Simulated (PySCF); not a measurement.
C₆H₁₂O₄Si: geometry relaxation (part 2 of 2)

Continued. System: C₆H₁₂O₄Si (Si(OAc)2Me2), SMILES CC(=O)O[Si](C)(C)OC(C)=O. Method: PBE0-D3(BJ)/def2-SVP geometry optimisation, gas phase (PySCF 2.14.0). It belongs to a series of runs on one base structure; here: two ligands: Me to OAc1.

Geometry of the input (Å):
```
Si -0.9198  -0.0810  -0.6867
O  -0.9597  -0.3469  0.9249
C  0.0305  -0.8740  1.5588
C  0.1636  -0.5270  3.0359
O  0.9276  -1.5425  1.0067
H  0.7220  -1.1745  3.5876
H  -0.9220  -0.6100  3.4284
H  0.4473  0.5133  3.1330
O  0.5647  0.3423  -1.1434
C  1.5130  0.8663  -0.4118
C  2.8702  0.5336  -0.9115
O  1.2920  1.5403  0.5480
H  3.5456  1.2281  -0.5072
H  2.8813  0.6242  -2.0001
H  3.0890  -0.5212  -0.6539
C  -2.1138  1.5500  -0.7895
H  -2.1981  1.8720  -1.8472
H  -1.7474  2.3532  -0.2101
H  -3.1150  1.2612  -0.4395
C  -1.5326  -1.4985  -1.7124
H  -1.4789  -1.2995  -2.8181
H  -2.4409  -1.9048  -1.5101
H  -0.7613  -2.3149  -1.6035
```

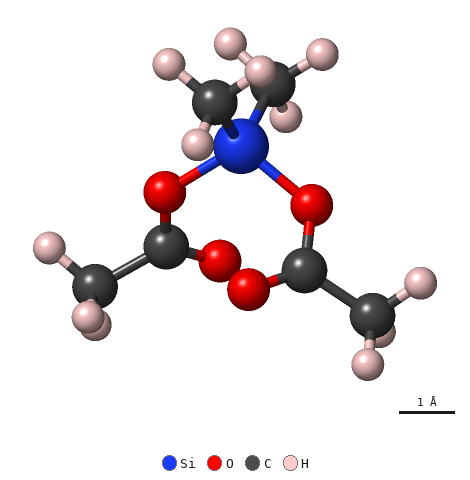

*The geometry at step 13 of the log (ball-and-stick view, seen at a tilt).*

## Trajectory as extended XYZ, continued
```
23
Properties=species:S:1:pos:R:3:forces:R:3 step=9 energy=-22455.40344
Si   -0.9392    0.0055   -0.6459    0.0024   0.0650  -0.0416
O    -0.9501   -0.2022    1.0448    0.0138  -0.0001   0.0477
C    -0.0598   -0.9769    1.6801    0.0269  -0.0308  -0.0225
C    -0.0941   -0.7930    3.1657   -0.0571   0.0400  -0.0215
O     0.6948   -1.7090    1.0905   -0.0029  -0.0055   0.0042
H     0.4793   -1.5845    3.6599    0.0091  -0.0077  -0.0068
H    -1.1306   -0.7678    3.5300    0.0207  -0.0061  -0.0028
H     0.3574    0.1855    3.3921   -0.0044   0.0032   0.0013
O     0.6522    0.2210   -1.2226   -0.0279  -0.0492  -0.0115
C     1.5822    0.9382   -0.5801    0.0187   0.0444   0.0545
C     2.9442    0.7860   -1.1848   -0.0295  -0.0298  -0.0141
O     1.3316    1.6029    0.3935    0.0108   0.0159  -0.0021
H     3.6261    1.5374   -0.7718   -0.0030  -0.0011   0.0060
H     2.8933    0.8578   -2.2796    0.0016   0.0044  -0.0043
H     3.3138   -0.2216   -0.9386   -0.0006  -0.0015  -0.0057
C    -1.9211    1.5506   -0.9335    0.0262  -0.0397   0.0136
H    -1.9662    1.7961   -2.0053    0.0002  -0.0028  -0.0010
H    -1.4431    2.3855   -0.3998    0.0013   0.0001   0.0023
H    -2.9499    1.4411   -0.5578    0.0018  -0.0061  -0.0014
C    -1.5493   -1.5255   -1.4873   -0.0106  -0.0008   0.0049
H    -1.5544   -1.4028   -2.5811    0.0057   0.0045   0.0044
H    -2.5717   -1.7686   -1.1606   -0.0061   0.0001  -0.0010
H    -0.8881   -2.3659   -1.2296    0.0029   0.0037  -0.0027
23
Properties=species:S:1:pos:R:3:forces:R:3 step=10 energy=-22455.40424
Si   -0.9361    0.0070   -0.6429    0.0165   0.0188  -0.0207
O    -0.9476   -0.2035    1.0479    0.0101  -0.0119  -0.0072
C    -0.0617   -0.9828    1.6835    0.0441   0.0424   0.0043
C    -0.1039   -0.7946    3.1682   -0.0231  -0.0125   0.0003
O     0.6966   -1.7132    1.0969   -0.0257  -0.0143   0.0035
H     0.4730   -1.5816    3.6661    0.0040   0.0023   0.0012
H    -1.1420   -0.7772    3.5273    0.0073  -0.0069   0.0016
H     0.3384    0.1879    3.3958   -0.0022  -0.0005  -0.0077
O     0.6558    0.2152   -1.2190   -0.0362  -0.0310   0.0229
C     1.5864    0.9386   -0.5830    0.0180   0.0469   0.0070
C     2.9444    0.7812   -1.1952   -0.0039  -0.0118   0.0053
O     1.3392    1.6134    0.3844   -0.0033  -0.0174  -0.0125
H     3.6299    1.5330   -0.7887    0.0005  -0.0056   0.0042
H     2.8868    0.8506   -2.2898   -0.0021   0.0031  -0.0005
H     3.3138   -0.2264   -0.9488    0.0003  -0.0030  -0.0054
C    -1.9117    1.5533   -0.9274    0.0015  -0.0019   0.0064
H    -1.9560    1.8005   -1.9988    0.0000   0.0009   0.0004
H    -1.4316    2.3857   -0.3917   -0.0021   0.0015  -0.0010
H    -2.9408    1.4446   -0.5524    0.0009  -0.0011  -0.0013
C    -1.5521   -1.5208   -1.4853   -0.0053  -0.0063  -0.0013
H    -1.5543   -1.3961   -2.5789    0.0001   0.0026   0.0039
H    -2.5758   -1.7616   -1.1605   -0.0002   0.0034  -0.0029
H    -0.8934   -2.3636   -1.2290    0.0007   0.0022  -0.0003
23
Properties=species:S:1:pos:R:3:forces:R:3 step=11 energy=-22455.40477
Si   -0.9359    0.0114   -0.6427    0.0080  -0.0062   0.0040
O    -0.9440   -0.2014    1.0481    0.0102   0.0067  -0.0210
C    -0.0587   -0.9816    1.6832    0.0007   0.0185   0.0051
C    -0.1041   -0.7946    3.1677    0.0155  -0.0160   0.0067
O     0.6962   -1.7154    1.0971   -0.0055  -0.0086  -0.0008
H     0.4773   -1.5786    3.6655    0.0009   0.0082   0.0006
H    -1.1422   -0.7847    3.5256   -0.0078  -0.0050   0.0020
H     0.3315    0.1906    3.3963   -0.0029   0.0009  -0.0012
O     0.6555    0.2143   -1.2181   -0.0162  -0.0001   0.0173
C     1.5881    0.9399   -0.5860    0.0104  -0.0139   0.0059
C     2.9453    0.7693   -1.1959    0.0080   0.0122   0.0027
O     1.3429    1.6204    0.3775   -0.0084  -0.0044  -0.0145
H     3.6372    1.5146   -0.7882    0.0023  -0.0060   0.0008
H     2.8893    0.8405   -2.2905    0.0008   0.0021  -0.0001
H     3.3051   -0.2419   -0.9503   -0.0057  -0.0034  -0.0033
C    -1.9105    1.5580   -0.9236   -0.0042   0.0074   0.0019
H    -1.9562    1.8067   -1.9946    0.0008   0.0023   0.0007
H    -1.4307    2.3899   -0.3869   -0.0021   0.0016  -0.0014
H    -2.9392    1.4475   -0.5482   -0.0008   0.0017   0.0000
C    -1.5557   -1.5145   -1.4856    0.0008  -0.0058  -0.0051
H    -1.5565   -1.3877   -2.5789   -0.0045   0.0010  -0.0008
H    -2.5798   -1.7549   -1.1619    0.0022   0.0042  -0.0025
H    -0.8973   -2.3583   -1.2314   -0.0025   0.0024   0.0029
23
Properties=species:S:1:pos:R:3:forces:R:3 step=12 energy=-22455.40532
Si   -0.9343    0.0179   -0.6413   -0.0157  -0.0201   0.0343
O    -0.9374   -0.1960    1.0495    0.0030   0.0144  -0.0267
C    -0.0568   -0.9811    1.6849   -0.0231  -0.0067   0.0069
C    -0.1077   -0.7976    3.1697    0.0320  -0.0145   0.0104
O     0.6941   -1.7200    1.1001    0.0024   0.0008  -0.0022
H     0.4839   -1.5744    3.6672   -0.0021   0.0110  -0.0021
H    -1.1469   -0.8055    3.5249   -0.0083  -0.0028  -0.0010
H     0.3111    0.1937    3.4022   -0.0038   0.0017   0.0033
O     0.6573    0.2044   -1.2168    0.0231   0.0257   0.0007
C     1.5936    0.9327   -0.5916   -0.0140  -0.0331  -0.0208
C     2.9485    0.7512   -1.2024    0.0151   0.0166   0.0073
O     1.3503    1.6232    0.3650   -0.0025   0.0038   0.0003
H     3.6488    1.4862   -0.7901    0.0012  -0.0068  -0.0001
H     2.8925    0.8319   -2.2966   -0.0005   0.0006   0.0023
H     3.2968   -0.2659   -0.9656   -0.0033  -0.0050  -0.0034
C    -1.9007    1.5705   -0.9174   -0.0027   0.0038  -0.0037
H    -1.9472    1.8213   -1.9880    0.0016   0.0035   0.0005
H    -1.4173    2.3995   -0.3795   -0.0009   0.0005  -0.0011
H    -2.9294    1.4620   -0.5414   -0.0008   0.0043   0.0015
C    -1.5677   -1.5027   -1.4841    0.0102  -0.0018  -0.0097
H    -1.5659   -1.3741   -2.5772   -0.0085  -0.0001  -0.0019
H    -2.5937   -1.7365   -1.1619    0.0034   0.0049  -0.0004
H    -0.9145   -2.3511   -1.2315   -0.0056  -0.0007   0.0057
23
Properties=species:S:1:pos:R:3:forces:R:3 step=13 energy=-22455.40561
Si   -0.9336    0.0264   -0.6400   -0.0287  -0.0339   0.0490
O    -0.9317   -0.1892    1.0504   -0.0089   0.0137  -0.0128
C    -0.0576   -0.9818    1.6854   -0.0141  -0.0126   0.0029
C    -0.1080   -0.8010    3.1708    0.0224  -0.0036   0.0048
O     0.6871   -1.7266    1.1002    0.0044  -0.0001  -0.0053
H     0.4988   -1.5673    3.6660   -0.0034   0.0055  -0.0039
H    -1.1467   -0.8311    3.5270   -0.0053  -0.0015  -0.0003
H     0.2902    0.1982    3.4055   -0.0045   0.0013   0.0021
O     0.6580    0.1951   -1.2176    0.0514   0.0466  -0.0211
C     1.5994    0.9225   -0.5980   -0.0222  -0.0607  -0.0114
C     2.9531    0.7275   -1.2070    0.0111   0.0120   0.0017
O     1.3598    1.6200    0.3541    0.0002   0.0201   0.0073
H     3.6644    1.4446   -0.7826   -0.0007  -0.0035  -0.0011
H     2.9005    0.8263   -2.3000    0.0016   0.0004  -0.0002
H     3.2833   -0.2992   -0.9864   -0.0037  -0.0025  -0.0026
C    -1.8889    1.5866   -0.9106   -0.0060   0.0064  -0.0093
H    -1.9357    1.8405   -1.9804    0.0022   0.0031   0.0009
H    -1.4004    2.4114   -0.3711    0.0013   0.0007   0.0002
H    -2.9179    1.4826   -0.5338    0.0002   0.0061   0.0020
C    -1.5842   -1.4868   -1.4833    0.0174   0.0033  -0.0100
H    -1.5811   -1.3567   -2.5763   -0.0077  -0.0012  -0.0008
H    -2.6125   -1.7105   -1.1618    0.0006   0.0034   0.0031
H    -0.9392   -2.3418   -1.2321   -0.0075  -0.0029   0.0047
23
Properties=species:S:1:pos:R:3:forces:R:3 step=14 energy=-22455.40569
Si   -0.9343    0.0378   -0.6378   -0.0307  -0.0259   0.0373
O    -0.9271   -0.1806    1.0517   -0.0205   0.0127   0.0020
C    -0.0588   -0.9820    1.6835   -0.0080  -0.0204   0.0018
C    -0.1063   -0.8055    3.1696    0.0124   0.0098  -0.0014
O     0.6774   -1.7329    1.0953    0.0053   0.0008  -0.0036
H     0.5200   -1.5584    3.6604   -0.0016  -0.0033  -0.0018
H    -1.1431   -0.8635    3.5288   -0.0017  -0.0013  -0.0007
H     0.2659    0.2029    3.4068   -0.0029  -0.0002   0.0014
O     0.6577    0.1874   -1.2194    0.0542   0.0490  -0.0289
C     1.6075    0.9046   -0.6009   -0.0248  -0.0403  -0.0163
C     2.9587    0.6963   -1.2113    0.0029  -0.0079   0.0018
O     1.3749    1.6069    0.3494    0.0049   0.0180   0.0151
H     3.6840    1.3874   -0.7682   -0.0014   0.0010  -0.0009
H     2.9101    0.8248   -2.3015    0.0005   0.0014  -0.0006
H     3.2658   -0.3429   -1.0182    0.0013   0.0000  -0.0022
C    -1.8753    1.6086   -0.9026   -0.0002  -0.0035  -0.0102
H    -1.9214    1.8660   -1.9716    0.0028   0.0009   0.0007
H    -1.3793    2.4278   -0.3616    0.0045   0.0001   0.0021
H    -2.9048    1.5123   -0.5251    0.0013   0.0053   0.0023
C    -1.6050   -1.4662   -1.4821    0.0150   0.0076  -0.0036
H    -1.6021   -1.3351   -2.5750   -0.0033  -0.0016  -0.0006
H    -2.6358   -1.6760   -1.1598   -0.0038   0.0006   0.0053
H    -0.9715   -2.3300   -1.2319   -0.0061  -0.0027   0.0011
23
Properties=species:S:1:pos:R:3:forces:R:3 step=15 energy=-22455.40576
Si   -0.9363    0.0434   -0.6367   -0.0123  -0.0169   0.0120
O    -0.9287   -0.1771    1.0522   -0.0170   0.0057   0.0141
C    -0.0618   -0.9829    1.6807    0.0063  -0.0134  -0.0010
C    -0.1022   -0.8072    3.1670   -0.0060   0.0134  -0.0056
O     0.6692   -1.7362    1.0889    0.0004   0.0000  -0.0031
H     0.5313   -1.5562    3.6542    0.0009  -0.0075  -0.0006
H    -1.1371   -0.8733    3.5309    0.0028  -0.0009   0.0001
H     0.2631    0.2039    3.4033   -0.0009  -0.0010  -0.0006
O     0.6559    0.1903   -1.2219    0.0242   0.0303  -0.0207
C     1.6110    0.8949   -0.5984   -0.0096  -0.0176  -0.0001
C     2.9607    0.6826   -1.2111   -0.0043  -0.0139  -0.0016
O     1.3843    1.5918    0.3576    0.0055   0.0100   0.0075
H     3.6926    1.3587   -0.7561   -0.0004   0.0028  -0.0004
H     2.9142    0.8304   -2.2990    0.0006   0.0017  -0.0014
H     3.2569   -0.3630   -1.0362    0.0020   0.0013  -0.0010
C    -1.8710    1.6182   -0.8999   -0.0004  -0.0017  -0.0068
H    -1.9157    1.8770   -1.9686    0.0022  -0.0002   0.0006
H    -1.3709    2.4347   -0.3584    0.0045   0.0005   0.0024
H    -2.9009    1.5271   -0.5222    0.0017   0.0039   0.0014
C    -1.6138   -1.4568   -1.4823    0.0061   0.0064   0.0022
H    -1.6127   -1.3256   -2.5751    0.0009  -0.0006   0.0002
H    -2.6453   -1.6607   -1.1581   -0.0050  -0.0006   0.0041
H    -0.9856   -2.3245   -1.2325   -0.0023  -0.0015  -0.0017
23
Properties=species:S:1:pos:R:3:forces:R:3 step=16 energy=-22455.40583
Si   -0.9368    0.0450   -0.6347    0.0067  -0.0063  -0.0067
O    -0.9314   -0.1758    1.0541   -0.0079   0.0042   0.0112
C    -0.0654   -0.9848    1.6801    0.0066  -0.0042  -0.0006
C    -0.1034   -0.8109    3.1666   -0.0064   0.0049  -0.0034
O     0.6631   -1.7384    1.0857   -0.0015  -0.0007  -0.0001
H     0.5292   -1.5620    3.6516    0.0013  -0.0049   0.0009
H    -1.1380   -0.8760    3.5317    0.0025  -0.0008   0.0001
H     0.2636    0.1993    3.4038    0.0012  -0.0011  -0.0012
O     0.6559    0.1926   -1.2222   -0.0097   0.0141  -0.0065
C     1.6132    0.8921   -0.5974    0.0051  -0.0019   0.0082
C     2.9612    0.6812   -1.2146   -0.0044  -0.0086  -0.0021
O     1.3904    1.5852    0.3625    0.0014  -0.0014  -0.0011
H     3.6946    1.3546   -0.7580    0.0005   0.0011  -0.0004
H     2.9120    0.8354   -2.3016    0.0002   0.0006  -0.0008
H     3.2574   -0.3654   -1.0465    0.0009   0.0002   0.0000
C    -1.8670    1.6223   -0.8993   -0.0003  -0.0021  -0.0022
H    -1.9098    1.8805   -1.9682    0.0018   0.0002   0.0004
H    -1.3639    2.4371   -0.3580    0.0032   0.0003   0.0007
H    -2.8975    1.5360   -0.5220    0.0011   0.0025   0.0011
C    -1.6162   -1.4544   -1.4796   -0.0007   0.0019   0.0021
H    -1.6158   -1.3247   -2.5726    0.0009   0.0008   0.0002
H    -2.6480   -1.6558   -1.1541   -0.0023   0.0002   0.0013
H    -0.9902   -2.3236   -1.2291   -0.0002   0.0009  -0.0014
```

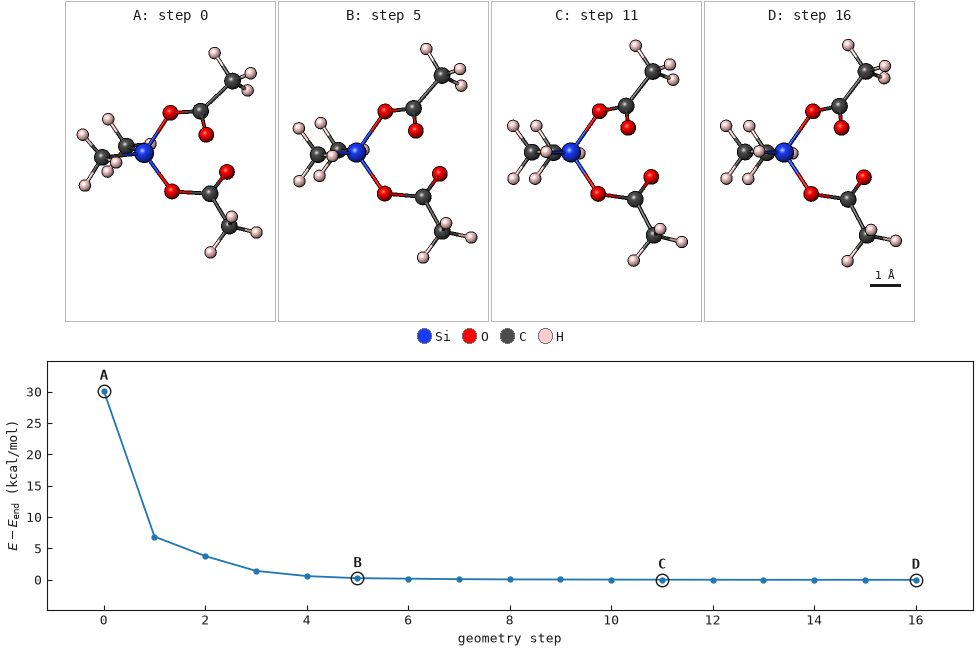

*Frames of the relaxation (ball-and-stick view, seen at a tilt) above the curves, on which the letters mark them (steps are counted from 0).*

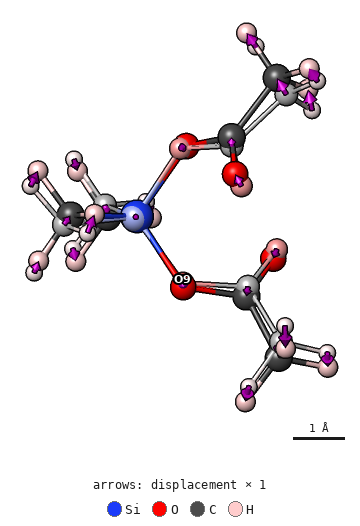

*Start (faint) and end (solid) with the displacements as pink arrows, at true length (ball-and-stick view, seen at a tilt). The two geometries are laid on each other by the best rigid fit.*

The largest move after the best rigid fit is that of H15, 0.49 Å. By element the largest moves are H 0.49 Å, C 0.40 Å, O 0.28 Å, Si 0.09 Å. Among the contacts that change: Si1–C16 2.024 → 1.850 Å, Si1–O9 1.610 → 1.704 Å, C20–H22 1.015 → 1.100 Å, Si1–O2 1.634 → 1.703 Å. Among the angles that change: Si1–C20–H22 119.4° → 110.9°, H21–C20–H23 101.0° → 108.6°, C3–C4–H7 103.3° → 110.3°. The energy falls by 30.2 kcal/mol in 16 geometry steps. Largest force component: 5.2 eV/Å at the start, 0.014 eV/Å at the end. (Atoms are counted from 1 in the order of the input.)

## Results in brief

- outcome: converged
- total energy: −825.220950 hartree
- dipole moment: 1.74 D
- point group: C1
- wall time: 11 min (CPU time 24 min)
- peak memory: 1.4 GiB
